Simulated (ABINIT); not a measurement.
# MgS (F-43m): G0W0 in ABINIT against the k mesh

Wanted: the cheapest k mesh that holds the gap of MgS (F-43m).

Main program and level: ABINIT 10.8.3; LDA and many-body steps on it, plane waves.

### Step 1. The structure

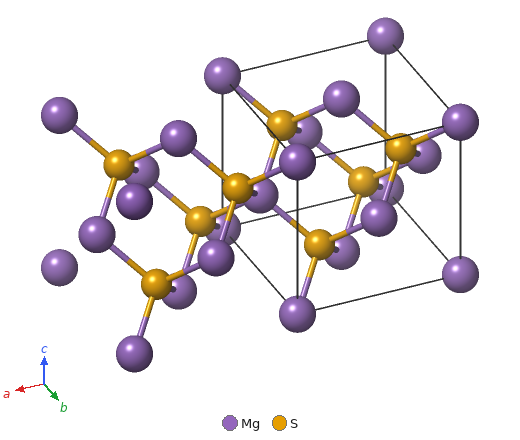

The starting structure, seen from a free direction (magnesium purple, sulfur orange). 2×1×1 cells are drawn. This picture shows the conventional cell, with its axes. Bonds to atoms that aren't drawn are left out. Some periodic images of atoms are drawn too.

The cell and positions are those that the Materials Project relaxed with its own functionals (PBE, PBE+U or r2SCAN), kept fixed. This is not the form that MgS usually takes at ambient conditions.

### Step 2. Empty states on the mesh, 4×4×4 mesh, 89 bands

This step: ABINIT 10.8.3; DFT, LDA, plane waves, norm-conserving pseudopotentials.

The sums over transitions need many empty states on a uniform mesh; this step solves for them.

File run.abi:

```
acell 3*1.0 Angstrom
rprim 
  -0.000000000000 2.833120046800 2.833120046800
  2.833120046800 -0.000000000000 2.833120046800
  2.833120046800 2.833120046800 -0.000000000000
ntypat 2
znucl 12 16
natom 2
typat 1 2
xred 
  0.000000000000 0.000000000000 0.000000000000
  0.750000000000 0.750000000000 0.750000000000
pp_dirpath "pseudos"
pseudos "Mg.upf, S.upf"
ecut 38
ngkpt 4 4 4
nshiftk 1
shiftk 0 0 0
kptopt 1
chksymbreak 0
iscf -2
irdden 1
istwfk *1
nband 89
nbdbuf 8
tolwfr 1e-09
nstep 60
prtvol 0
indata_prefix "in"
outdata_prefix "out"
tmpdata_prefix "tmp"
```

Started as:

```
> OMP_NUM_THREADS=1 mpirun -n 4 abinit run.abi > log
```

Numbers of over 12 decimals in the logs are rounded to 6 here.

The program printed:

```text
.Version 10.8.3 of ABINIT. v10.8.2 released Aug 2026.

 Symmetries : space group F-4 3 m (#216); Bravais cF (face-center cubic)
[... echo of the input left out ...]
== DATASET  1 ==================================================================
-   mpi_nproc: 4, omp_nthreads: 1 (-1 if OMP is not activated)

--- !DatasetInfo
iteration_state: {dtset: 1, }
dimensions: {natom: 2, nkpt: 8, mband: 89, nsppol: 1, nspinor: 1, nspden: 1, mpw: 3479, }
cutoff_energies: {ecut:  38.0, pawecutdg:  -1.0, }
[...]
2.59960    2.64356    2.68157    2.68157    2.68157    2.81708    2.81708    2.81708
   2.94385    2.94385    2.94385    2.99406    2.99406    3.01621    3.01621    3.01621
   3.09984
 prteigrs : prtvol=0 or 1, do not print more k-points.

== END DATASET(S) ==============================================================
================================================================================

 -outvars: echo values of variables after computation  --------
            nband          89
             nkpt           8
          spgroup         216
 [... the other variables as echoed above ...]

 Calculation completed.
```

Wall time 13 s (4 MPI ranks of Arm Neoverse V2, shared host); peak memory 0.32 GiB.

This step gave:

```
gap                                                           : 3.165 eV
k of the valence top                                          : 0, 0, 0
k of the conduction bottom                                    : 0, 0, 0
least direct gap                                              : 3.165 eV
k points computed                                             : 8
lowest point of the top converged band, above the valence top : 71.2669 eV
```

On this mesh the gap is 3.165 eV.

The density comes from a self-consistent run that is not shown.

### Step 3. Empty states on the mesh, 2×2×2 mesh, 30 bands

run.abi: that of step 2 with these lines changed.

```diff
@@ -15,3 +15,3 @@
 ecut 38
-ngkpt 4 4 4
+ngkpt 2 2 2
 nshiftk 1
@@ -23,4 +23,4 @@
 istwfk *1
-nband 89
-nbdbuf 8
+nband 30
+nbdbuf 4
 tolwfr 1e-09
```

The program printed:

```text
.Version 10.8.3 of ABINIT. v10.8.2 released Aug 2026.

 Symmetries : space group F-4 3 m (#216); Bravais cF (face-center cubic)
[... echo of the input left out ...]
== DATASET  1 ==================================================================
-   mpi_nproc: 4, omp_nthreads: 1 (-1 if OMP is not activated)
-    --> not optimal distribution: autoparal keyword recommended in input file <--

--- !DatasetInfo
iteration_state: {dtset: 1, }
dimensions: {natom: 2, nkpt: 3, mband: 30, nsppol: 1, nspinor: 1, nspden: 1, mpw: 3479, }
cutoff_energies: {ecut:  38.0, pawecutdg:  -1.0, }
[...]
0.16427    0.33226    0.33226    0.33226    0.44110    0.44110    0.53836    0.55032
   0.55032    0.55032    0.67554    0.92691    0.92691    0.92691    0.97936    0.97936
   0.97936    0.98531    0.98531    1.18207    1.18207    1.18207
 prteigrs : prtvol=0 or 1, do not print more k-points.

== END DATASET(S) ==============================================================
================================================================================

 -outvars: echo values of variables after computation  --------
            nband          30
             nkpt           3
          spgroup         216
 [... the other variables as echoed above ...]

 Calculation completed.
```

The job ended after 3 s (4 MPI ranks; peak memory 0.08 GiB).

Numbers from this step:

* gap: 3.165 eV
* k of the valence top: 0, 0, 0
* k of the conduction bottom: 0, 0, 0
* least direct gap: 3.165 eV
* k points computed: 3
* lowest point of the top converged band, above the valence top: 24.34 eV

On this mesh the gap is 3.165 eV.

### Step 4. Empty states on the mesh, 6×6×6 mesh, 30 bands

run.abi: that of step 3 with these lines changed.

```diff
@@ -15,3 +15,3 @@
 ecut 38
-ngkpt 2 2 2
+ngkpt 6 6 6
 nshiftk 1
```

The program printed:

```text
.Version 10.8.3 of ABINIT. v10.8.2 released Aug 2026.

 Symmetries : space group F-4 3 m (#216); Bravais cF (face-center cubic)
[... echo of the input left out ...]
== DATASET  1 ==================================================================
-   mpi_nproc: 4, omp_nthreads: 1 (-1 if OMP is not activated)

--- !DatasetInfo
iteration_state: {dtset: 1, }
dimensions: {natom: 2, nkpt: 16, mband: 30, nsppol: 1, nspinor: 1, nspden: 1, mpw: 3479, }
cutoff_energies: {ecut:  38.0, pawecutdg:  -1.0, }
[...]
0.16427    0.33226    0.33226    0.33226    0.44110    0.44110    0.53836    0.55032
   0.55032    0.55032    0.67554    0.92691    0.92691    0.92691    0.97936    0.97936
   0.97936    0.98531    0.98531    1.18207    1.18207    1.18207
 prteigrs : prtvol=0 or 1, do not print more k-points.

== END DATASET(S) ==============================================================
================================================================================

 -outvars: echo values of variables after computation  --------
            nband          30
             nkpt          16
          spgroup         216
 [... the other variables as echoed above ...]

 Calculation completed.
```

Run time: 7.2 s. Hardware: 4 MPI ranks; peak memory 0.29 GiB.

This step gave:

```
gap                                                           : 3.165 eV
k of the valence top                                          : 0, 0, 0
k of the conduction bottom                                    : 0, 0, 0
least direct gap                                              : 3.165 eV
k points computed                                             : 16
lowest point of the top converged band, above the valence top : 24.34 eV
```

On this mesh the gap is 3.165 eV.

### Step 5. Screening, 2×2×2 mesh, 26 bands, screening to 106.1 eV

The RPA dielectric matrix is built and inverted for each q.

This step: RPA screening on LDA, plane waves, norm-conserving pseudopotentials.

run.abi: that of step 4 with these lines changed.

```diff
@@ -15,3 +15,3 @@
 ecut 38
-ngkpt 6 6 6
+ngkpt 2 2 2
 nshiftk 1
@@ -20,10 +20,11 @@
 chksymbreak 0
-iscf -2
-irdden 1
 istwfk *1
-nband 30
-nbdbuf 4
-tolwfr 1e-09
-nstep 60
-prtvol 0
+occopt 1
+irdwfk 1
+optdriver 3
+nband 26
+ecuteps 3.9
+inclvkb 2
+awtr 1
+symchi 1
 indata_prefix "in"
```

The program printed:

```text
.Version 10.8.3 of ABINIT. v10.8.2 released Aug 2026.

 Symmetries : space group F-4 3 m (#216); Bravais cF (face-center cubic)
[... echo of the input left out ...]
== DATASET  1 ==================================================================
-   mpi_nproc: 4, omp_nthreads: 1 (-1 if OMP is not activated)

--- !DatasetInfo
iteration_state: {dtset: 1, }
dimensions: {natom: 2, nkpt: 3, mband: 26, nsppol: 1, nspinor: 1, nspden: 1, mpw: 3479, }
cutoff_energies: {ecut:  38.0, pawecutdg:  -1.0, }
electrons: {nelect:   1.60000000E+01, charge:   0.00000000E+00, occopt:   1.00000000E+00, tsmear:   1.00000000E-02, }

 SCREENING: Calculation of the susceptibility and dielectric matrices

 Based on a program developped by R.W. Godby, V. Olevano, G. Onida, and L. Reining.
 Incorporated in ABINIT by V. Olevano, G.-M. Rignanese, and M. Torrent.
.Using double precision arithmetic ; gwpc =  8

[... cell and pseudopotentials left out ...]
--------------------------------------------------------------------------------

 ==== K-mesh for the wavefunctions ====
 Number of points in the irreducible wedge :     3
[... list of points left out ...]
 Together with 24 symmetry operations and time-reversal symmetry
 yields     8 points in the full Brillouin Zone.

 ==== Q-mesh for the screening function ====
 Number of points in the irreducible wedge :     3
[... list of points left out ...]
 Together with 24 symmetry operations and time-reversal symmetry
 yields     8 points in the full Brillouin Zone.

 setmesh: FFT mesh size selected  =    27x   27x   27
          total number of points  =        19683

 vcoul_init : cutoff-mode = AUXILIARY_FUNCTION
 q-points for optical limit:   1
     1)      0.000010    0.000020    0.000030

- screening: taking advantage of time-reversal symmetry
- Maximum band index for partially occupied states nbvw = 8
- Remaining bands to be divided among processors   nbcw = 18
- Number of bands treated by each node ~4

 Number of electrons calculated from density =   16.0000; Expected =   16.0000
 average of density, n =  0.052131
 r_s =    1.6606
 omega_plasma =   22.0244 [eV]

 calculating chi0 at frequencies [eV] :
  1    0.000000E+00    0.000000E+00
  2    0.000000E+00    2.202444E+01

--------------------------------------------------------------------------------
  q-point number  1        q = ( 0.000000, 0.000000, 0.000000) [r.l.u.]
--------------------------------------------------------------------------------
[... chi0 elements left out ...]
 For q-point:  0.000010 0.000020 0.000030
  dielectric constant =   8.2258
  dielectric constant without local fields =   9.4874

  Average fulfillment of the sum rule on Im[epsilon] for q-point    1 :     25.92  [%]
[... wings left out ...]
  q-point number  2        q = ( 0.500000, 0.000000, 0.000000) [r.l.u.]
--------------------------------------------------------------------------------
[... chi0 elements left out ...]
  Average fulfillment of the sum rule on Im[epsilon] for q-point    2 :     36.28  [%]

 [... 1 further q-points ...]
```

The job ended after 1.8 s (4 MPI ranks; peak memory 0.1 GiB; 7 s of CPU time).

This step gave:

```
ε∞ with local fields, on this mesh, along the program's q direction : 8.226
the same without local fields                                       : 9.487
plasma frequency                                                    : 22.02 eV
plane waves in the screening matrix                                 : 113
```

Local fields lower ε∞ by 13 %. On a Γ-centred mesh this coarse the value itself is usually too large, while a short band sum pulls it down.

### Step 6. 2×2×2

This step: G0W0 on LDA, plane waves, norm-conserving pseudopotentials.

run.abi: that of step 5 with these lines changed.

```diff
@@ -23,8 +23,15 @@
 irdwfk 1
-optdriver 3
+optdriver 4
 nband 26
+gwcalctyp 0
+ecutsigx 38
+symsigma 1
+nkptgw 1
+kptgw 
+  0.0000000000 0.0000000000 0.0000000000
+bdgw 
+  6 12
 ecuteps 3.9
-inclvkb 2
-awtr 1
-symchi 1
+irdscr 1
+ppmodel 1
 indata_prefix "in"
```

The program printed:

```text
.Version 10.8.3 of ABINIT. v10.8.2 released Aug 2026.

 Symmetries : space group F-4 3 m (#216); Bravais cF (face-center cubic)
[... echo of the input left out ...]
== DATASET  1 ==================================================================
-   mpi_nproc: 4, omp_nthreads: 1 (-1 if OMP is not activated)

--- !DatasetInfo
iteration_state: {dtset: 1, }
dimensions: {natom: 2, nkpt: 3, mband: 26, nsppol: 1, nspinor: 1, nspden: 1, mpw: 3479, }
cutoff_energies: {ecut:  38.0, pawecutdg:  -1.0, }
electrons: {nelect:   1.60000000E+01, charge:   0.00000000E+00, occopt:   1.00000000E+00, tsmear:   1.00000000E-02, }

 SIGMA: Calculation of the GW corrections

 Based on a program developped by R.W. Godby, V. Olevano, G. Onida, and L. Reining.
 Incorporated in ABINIT by V. Olevano, G.-M. Rignanese, and M. Torrent.
.Using double precision arithmetic ; gwpc =  8

[... cell and pseudopotentials left out ...]
--------------------------------------------------------------------------------

 ==== K-mesh for the wavefunctions ====
 Number of points in the irreducible wedge :     3
[... list of points left out ...]
 Together with 24 symmetry operations and time-reversal symmetry
 yields     8 points in the full Brillouin Zone.

 ==== Q-mesh for screening function ====
 Number of points in the irreducible wedge :     3
[... list of points left out ...]
 Together with 24 symmetry operations and time-reversal symmetry
 yields     8 points in the full Brillouin Zone.

 vcoul_init : cutoff-mode = AUXILIARY_FUNCTION
 q-points for optical limit:   1
     1)      0.000010    0.000020    0.000030
 setmesh: FFT mesh size selected  =    45x   45x   45
          total number of points  =        91125

 Number of electrons calculated from density =   16.0000; Expected =   16.0000
 average of density, n =  0.052131
 r_s =    1.6606
 omega_plasma =   22.0244 [eV]

 === KS Band Gaps ===
  >>>> For spin  1
   Minimum direct gap =   3.1654 [eV], located at k-point      :   0.0000  0.0000  0.0000
   Fundamental gap    =   3.1654 [eV], Top of valence bands at :   0.0000  0.0000  0.0000
                                       Bottom of conduction at :   0.0000  0.0000  0.0000
 SIGMA fundamental parameters:
 PLASMON POLE MODEL  1
 number of plane-waves for SigmaX                 3479
 number of plane-waves for SigmaC and W            113
 number of plane-waves for wavefunctions          3479
 number of bands                                    26
 number of independent spin polarizations            1
 number of spinorial components                      1
 number of k-points in IBZ                           3
 number of q-points in IBZ                           3
 number of symmetry operations                      24
 number of k-points in BZ                            8
 number of q-points in BZ                            8
 number of frequencies for dSigma/dE                 9
 frequency step for dSigma/dE [eV]                0.25
 number of omega for Sigma on real axis              0
 max omega for Sigma on real axis  [eV]           0.00
 zcut for avoiding poles [eV]                     0.10

 EPSILON^-1 parameters (SCR file):
 dimension of the eps^-1 matrix on file            113
 dimension of the eps^-1 matrix used               113
 number of plane-waves for wavefunctions          3479
 number of bands                                    26
 number of q-points in IBZ                           3
 number of frequencies                               2
 number of real frequencies                          1
 number of imag frequencies                          1

 matrix elements of self-energy operator (all in [eV])

 Perturbative Calculation

--- !SelfEnergy_ee
iteration_state: {dtset: 1, }
kpoint     : [   0.000,    0.000,    0.000, ]
spin       : 1
KS_gap     :    3.165
QP_gap     :    4.750
Delta_QP_KS:    1.584
data: !SigmaeeData |
     Band     E0 <VxcDFT>   SigX SigC(E0)      Z dSigC/dE  Sig(E)    E-E0       E
        6   1.305 -12.948 -16.142   2.823   0.791  -0.264 -13.242  -0.294   1.011
        7   1.305 -12.948 -16.142   2.823   0.791  -0.264 -13.242  -0.294   1.011
        8   1.305 -12.948 -16.142   2.823   0.791  -0.264 -13.242  -0.294   1.011
        9   4.470  -9.233  -4.334  -3.325   0.819  -0.220  -7.942   1.291   5.761
       10   9.041 -10.105  -4.574  -3.301   0.821  -0.219  -8.275   1.829  10.871
       11   9.041 -10.105  -4.574  -3.301   0.821  -0.219  -8.275   1.829  10.871
       12   9.041 -10.105  -4.574  -3.301   0.821  -0.219  -8.275   1.829  10.871

== END DATASET(S) ==============================================================
================================================================================

 -outvars: echo values of variables after computation  --------
           etotal      0.0000000000E+00
            nband          26
             nkpt           3
          spgroup         216
 [... the other variables as echoed above ...]

 Calculation completed.
```

Elapsed: 1.9 s, on 4 MPI ranks; peak memory 0.12 GiB.

This step gave:

```
G0W0 gap on the points computed              : 4.75 eV
starting gap on the mesh                     : 3.165 eV
k of the valence top                         : 0, 0, 0
k of the conduction bottom                   : 0, 0, 0
Z at the valence top                         : 0.791
Z at the conduction bottom                   : 0.819
least direct G0W0 gap on the computed points : 4.75 eV
```

### Step 7. Screening, 4×4×4 mesh, 26 bands, screening to 106.1 eV

This step: RPA screening on LDA, plane waves, norm-conserving pseudopotentials.

run.abi: that of step 6 with these lines changed.

```diff
@@ -15,3 +15,3 @@
 ecut 38
-ngkpt 2 2 2
+ngkpt 4 4 4
 nshiftk 1
@@ -23,15 +23,8 @@
 irdwfk 1
-optdriver 4
+optdriver 3
 nband 26
-gwcalctyp 0
-ecutsigx 38
-symsigma 1
-nkptgw 1
-kptgw 
-  0.0000000000 0.0000000000 0.0000000000
-bdgw 
-  6 12
 ecuteps 3.9
-irdscr 1
-ppmodel 1
+inclvkb 2
+awtr 1
+symchi 1
 indata_prefix "in"
```

The program printed:

```text
.Version 10.8.3 of ABINIT. v10.8.2 released Aug 2026.

 Symmetries : space group F-4 3 m (#216); Bravais cF (face-center cubic)
[... echo of the input left out ...]
== DATASET  1 ==================================================================
-   mpi_nproc: 4, omp_nthreads: 1 (-1 if OMP is not activated)

--- !DatasetInfo
iteration_state: {dtset: 1, }
dimensions: {natom: 2, nkpt: 8, mband: 26, nsppol: 1, nspinor: 1, nspden: 1, mpw: 3479, }
cutoff_energies: {ecut:  38.0, pawecutdg:  -1.0, }
electrons: {nelect:   1.60000000E+01, charge:   0.00000000E+00, occopt:   1.00000000E+00, tsmear:   1.00000000E-02, }

 SCREENING: Calculation of the susceptibility and dielectric matrices

 Based on a program developped by R.W. Godby, V. Olevano, G. Onida, and L. Reining.
 Incorporated in ABINIT by V. Olevano, G.-M. Rignanese, and M. Torrent.
.Using double precision arithmetic ; gwpc =  8

[... cell and pseudopotentials left out ...]
--------------------------------------------------------------------------------

 ==== K-mesh for the wavefunctions ====
 Number of points in the irreducible wedge :     8
[... list of points left out ...]
 Together with 24 symmetry operations and time-reversal symmetry
 yields    64 points in the full Brillouin Zone.

 ==== Q-mesh for the screening function ====
 Number of points in the irreducible wedge :     8
[... list of points left out ...]
 Together with 24 symmetry operations and time-reversal symmetry
 yields    64 points in the full Brillouin Zone.

 setmesh: FFT mesh size selected  =    27x   27x   27
          total number of points  =        19683

 vcoul_init : cutoff-mode = AUXILIARY_FUNCTION
 q-points for optical limit:   1
     1)      0.000010    0.000020    0.000030

- screening: taking advantage of time-reversal symmetry
- Maximum band index for partially occupied states nbvw = 8
- Remaining bands to be divided among processors   nbcw = 18
- Number of bands treated by each node ~4

 Number of electrons calculated from density =   16.0000; Expected =   16.0000
 average of density, n =  0.052131
 r_s =    1.6606
 omega_plasma =   22.0244 [eV]

 calculating chi0 at frequencies [eV] :
  1    0.000000E+00    0.000000E+00
  2    0.000000E+00    2.202444E+01

--------------------------------------------------------------------------------
  q-point number  1        q = ( 0.000000, 0.000000, 0.000000) [r.l.u.]
--------------------------------------------------------------------------------
[... chi0 elements left out ...]
 For q-point:  0.000010 0.000020 0.000030
  dielectric constant =   4.3850
  dielectric constant without local fields =   5.1683

  Average fulfillment of the sum rule on Im[epsilon] for q-point    1 :     27.18  [%]
[... wings left out ...]
  q-point number  2        q = ( 0.250000, 0.000000, 0.000000) [r.l.u.]
--------------------------------------------------------------------------------
[... chi0 elements left out ...]
  Average fulfillment of the sum rule on Im[epsilon] for q-point    2 :     43.24  [%]

 [... 6 further q-points ...]
```

Elapsed: 3.6 s, on 4 MPI ranks; peak memory 0.46 GiB.

This step gave:

| Item | Value |
| --- | --- |
| ε∞ with local fields, on this mesh, along the program's q direction | 4.385 |
| the same without local fields | 5.168 |
| plasma frequency | 22.02 eV |
| plane waves in the screening matrix | 113 |

(Continued in part 2 of 2.)

[Paths, hosts, dates, memory and timing lines, banners, echoed tables and standing remarks are left out of the program output.]

[Logs are printed without paths, hosts, clocks, repeated set-up lines and the standing remarks that a program may print on its own settings, such as how far it seeks lower states.]

[Runs of the session that timed out or met a known fault of the program may be left out.]

[Hosts, paths, dates, database ids (printed as entryN), source tags and the programs' standing remarks are cut or masked in the printed files.]

[G0W0 gaps are taken among the corrected bands and points alone; a level outside them can change the order at an edge.]

[Where Ansatz stands beside ABINIT at settings called matched, ABINIT's density can come from a denser mesh and the files from another edition; pairs whose starting gaps differed by over 0.03 eV were left out, so agreement reads better than it is.]
